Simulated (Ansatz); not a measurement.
Layers are cut from database crystals; whether they can be made is not shown.

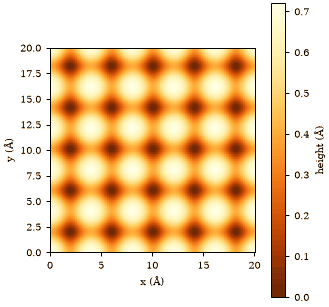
Figure: Simulated constant-current image at -1.7 V from a Fermi level inside the gap (filled states down to 0.4 eV under the valence edge)

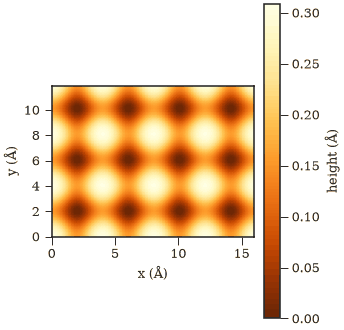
*Simulated constant-current image at +1.6 V from a Fermi level inside the gap (empty states up to 0.4 eV over the conduction edge)*

Computed with PBE, Tersoff-Hamann images (plane waves, PAW; Ansatz, a first-principles code).

Mesh 14×14×1, no spin-orbit coupling, no spin polarisation; biases count from the run's Fermi level. The set point is the mean density 3.5 Å over the top atom.

The sample is: single layer of PbO (symmetry P4/nmm as a slab, 4 atoms a cell). Atoms are numbered in the order of this list of the upper atoms (x, y, depth in Å): Pb1 (0.0, 0.0, 0.0); Pb2 (2.0, 2.0, 2.4); O3 (2.0, 0.0, 1.2); O4 (0.0, 2.0, 1.2).

Q: Which sites are bright, and how large is the corrugation?

A: At -1.7 V the maximum lies over Pb1 and the sites alike, corrugation about 0.72 Å. At +1.6 V the maximum lies over Pb1 and the sites alike, corrugation about 0.31 Å.
